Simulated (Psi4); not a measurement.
**UPBE0/def2-TZVPP (core potential) run of InHCl (SMILES [Cl][InH])**

What is the vertical ionisation energy of InHCl at UPBE0/def2-TZVPP (core potential)? 

Program for the calculation: Psi4 1.11.

2 further runs of the same task are left out: 2 set aside as unsound or not needed.

## (1) Starting point

InHCl: 3 atoms, total charge 0, spin state doublet. SMILES: `[Cl][InH]`. Geometry: relaxed at PBE0-D4/def2-TZVP.

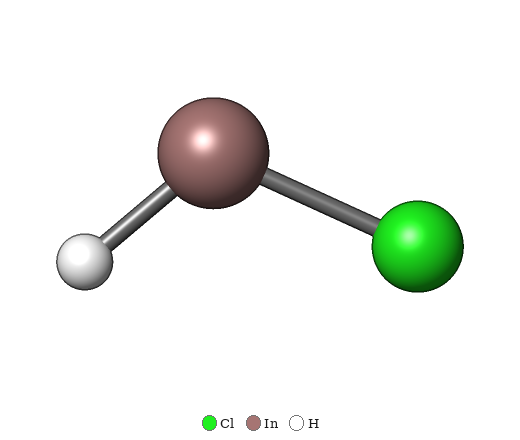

Viewed from a chosen angle; chlorine green, indium brown, hydrogen white.

## (2) A single-point energy at UPBE0/def2-TZVPP (core potential)

File calc.inp:

```
memory 2200 MB

molecule system {
  0 2
  Cl    -3.11767016     0.74984333    -1.63914844
  In     0.77384285     1.02498745     0.54065064
  H      2.32322930    -1.89709606     1.07355341
  units au
  symmetry c1
}

set {
  reference            uks
  puream               true
  e_convergence        1e-09
  d_convergence        1e-08
  scf_type             pk
  dft_radial_points    99
  dft_spherical_points 590
  maxiter              100
}

e_tot, wfn = energy("pbe0/def2-TZVPP", return_wfn=True)
oeprop(wfn, "DIPOLE", "WIBERG_LOWDIN_INDICES", "MULLIKEN_CHARGES")
```

On the command line:

```bash
$ psi4 calc.inp calc.out -n 1
```

calc.out:

```text
[...]
    !!!  WARNING: ECP capability is in beta. Please check occupations closely.  !!!
[...]
  Running in c1 symmetry.
[...]
  Nuclear repulsion =   88.717601216330237
[...]
  Multiplicity = 2
[...]
  Nalpha       = 20
  Nbeta        = 19
[...]
    Number of basis functions: 106
[...]
   @UKS iter   1:  -650.67656682890970   -8.52669e-01   5.56892e-03 DIIS/ADIIS
[...]
   @UKS iter  13:  -650.81348754560554   -8.64020e-12   9.41235e-09 DIIS
[...]
   @S^2 Observed:                7.567517882E-01
[...]
    Orbital Energies [Eh]
    ---------------------
    Alpha Occupied:
       1A   -101.670339     2A     -9.496392     3A     -7.228139
       4A     -7.223819     5A     -7.223481     6A     -4.738513
       7A     -3.137099     8A     -3.130804     9A     -3.127620
      10A     -0.832718    11A     -0.807046    12A     -0.804663
      13A     -0.802188    14A     -0.799756    15A     -0.772246
      16A     -0.442769    17A     -0.351147    18A     -0.320532
      19A     -0.318467    20A     -0.232175
    Alpha Virtual:
      21A     -0.078078    22A     -0.011861    23A      0.037850
      24A      0.067822    25A      0.073452    26A      0.094636
[...]
  @UKS Final Energy:  -650.81348754560554
   => Energetics <=
    Nuclear Repulsion Energy =             88.7176012163302374
    One-Electron Energy =               -1148.3504493386408285
    Two-Electron Energy =                 443.0947089269098456
    DFT Exchange-Correlation Energy =     -34.2753483502047587
    Empirical Dispersion Energy =           0.0000000000000000
    VV10 Nonlocal Energy =                  0.0000000000000000
    Total Energy =                       -650.8134875456056534
[...]
 Multipole Moments:
 ------------------------------------------------------------------------------------
     Multipole            Electronic (a.u.)      Nuclear  (a.u.)        Total (a.u.)
 ------------------------------------------------------------------------------------
 L = 1.  Multiply by 2.5417464519 to convert [e a0] to [Debye]
 Dipole X            :         35.4120947          -34.3160511            1.0960436
 Dipole Y            :          4.5779380           -4.3716373            0.2063007
 Dipole Z            :         -0.0000000           -0.0000000           -0.0000000
 Magnitude           :                                                    1.1152899
[...]
  Mulliken Charges: (a.u.)
   Center  Symbol    Alpha    Beta     Spin     Total
       1    CL     8.74781  8.66265  0.08516 -0.41046
       2    IN    10.54719  9.93284  0.61435  0.51997
       3     H     0.70500  0.40451  0.30049 -0.10951
   Total alpha = 20.00000, Total beta = 19.00000, Total charge = -0.00000
  Wiberg Bond Indices using Orthogonal Lowdin Orbitals:
  Total Bond Index:
  Irrep: 1 Size: 3 x 3
[...]
```

It took 15 s on 1 thread of AMD EPYC 7R43 (Zen 3), shared host; peak memory 0.85 GiB.

## (3) The singlet cation at the same level

File job.dat:

```
memory 2.2 GB

molecule mol {
  1 1
  Cl    -1.649800     0.396800    -0.867400
  In     0.409500     0.542400     0.286100
  H      1.229400    -1.003900     0.568100
  symmetry c1
}

set globals {
  basis def2-TZVPP
  reference rks
  puream true
  e_convergence 1e-09
  d_convergence 1e-08
  scf_type pk
  dft_radial_points 99
  dft_spherical_points 590
}

result, w = energy('pbe0', return_wfn=True)
oeprop(w, 'QUADRUPOLE', 'LOWDIN_CHARGES', 'MULLIKEN_CHARGES', title='PBE0')
```

On the command line:

```bash
$ psi4 -i job.dat -o job.out -n 1
```

job.out:

```text
[...]
    !!!  WARNING: ECP capability is in beta. Please check occupations closely.  !!!
[...]
  Running in c1 symmetry.
[...]
  Nuclear repulsion =   88.717601164286492
[...]
  Multiplicity = 1
[...]
  Nalpha       = 19
  Nbeta        = 19
[...]
    Number of basis functions: 106
[...]
   @RKS iter   1:  -650.41869702119470   -5.86428e-01   4.74268e-03 ADIIS/DIIS
[...]
   @RKS iter  12:  -650.50209515299309   -5.91172e-12   4.61286e-09 DIIS
[...]
    Orbital Energies [Eh]
    ---------------------
    Doubly Occupied:
       1A   -101.907269     2A     -9.730681     3A     -7.463849
       4A     -7.457035     5A     -7.457028     6A     -5.014004
       7A     -3.411664     8A     -3.409674     9A     -3.401559
      10A     -1.088512    11A     -1.080840    12A     -1.079696
      13A     -1.074060    14A     -1.073135    15A     -1.008033
      16A     -0.669427    17A     -0.567275    18A     -0.533382
      19A     -0.531591
[...]
  @RKS Final Energy:  -650.50209515299309
   => Energetics <=
    Nuclear Repulsion Energy =             88.7176011642864921
    One-Electron Energy =               -1138.5569344913574241
    Two-Electron Energy =                 433.3937688306956488
    DFT Exchange-Correlation Energy =     -34.0565306566176744
    Empirical Dispersion Energy =           0.0000000000000000
    VV10 Nonlocal Energy =                  0.0000000000000000
    Total Energy =                       -650.5020951529930926
[...]
 Multipole Moments:
 ------------------------------------------------------------------------------------
     Multipole            Electronic (a.u.)      Nuclear  (a.u.)        Total (a.u.)
 ------------------------------------------------------------------------------------
 L = 1.  Multiply by 2.5417464519 to convert [e a0] to [Debye]
 Dipole X            :         35.8773721          -34.3160511            1.5613210
 Dipole Y            :          4.6946382           -4.3716373            0.3230009
 Dipole Z            :          0.0000000            0.0000000            0.0000000
 Magnitude           :                                                    1.5943817
 L = 2.  Multiply by 1.3450342976 to convert [e a0^2] to [Debye ang]
 Quadrupole XX       :       -250.3512241          229.7932421          -20.5579820
 Quadrupole XY       :         -4.6834928            5.5405990            0.8571062
[...]
  Mulliken Charges: (a.u.)
   Center  Symbol    Alpha    Beta     Spin     Total
       1    CL     8.56865  8.56865  0.00000 -0.13731
       2    IN     9.98436  9.98436  0.00000  1.03129
       3     H     0.44699  0.44699  0.00000  0.10602
   Total alpha = 19.00000, Total beta = 19.00000, Total charge =  1.00000
  Lowdin Charges: (a.u.)
   Center  Symbol    Alpha    Beta     Spin     Total
       1    CL     8.38415  8.38415  0.00000  0.23171
       2    IN    10.10917 10.10917  0.00000  0.78166
       3     H     0.50668  0.50668  0.00000 -0.01336
[...]
```

Wall time 11 s (1 thread of AMD EPYC 7R43 (Zen 3), shared host); peak memory 0.85 GiB.

## (4) Outcome

Level: UPBE0/def2-TZVPP (core potential).

| quantity | value |
| --- | --- |
| doublet InHCl: total energy | -650.81349 Eh |
| doublet InHCl: dipole moment | 2.83 D |
| doublet InHCl: HOMO energy (highest over α and β) | -6.32 eV |
| doublet InHCl: LUMO energy (lowest over α and β) | -3.43 eV |
| doublet InHCl: ⟨S²⟩ | 0.757 |
| singlet cation: total energy | -650.50210 Eh |
| singlet cation: HOMO energy | -14.47 eV |
| singlet cation: LUMO energy | -10.58 eV |
| singlet cation: HOMO–LUMO gap | 3.88 eV |
| vertical ionisation energy (to the singlet cation) | 8.473 eV |

What this shows: Removing an electron at fixed nuclei costs 8.47 eV (818 kJ/mol). Only the singlet of the ionised species was computed; a triplet could lie lower. Mulliken charges (doublet InHCl) run from -0.41 on Cl1 to +0.52 on In2; they depend strongly on the basis.
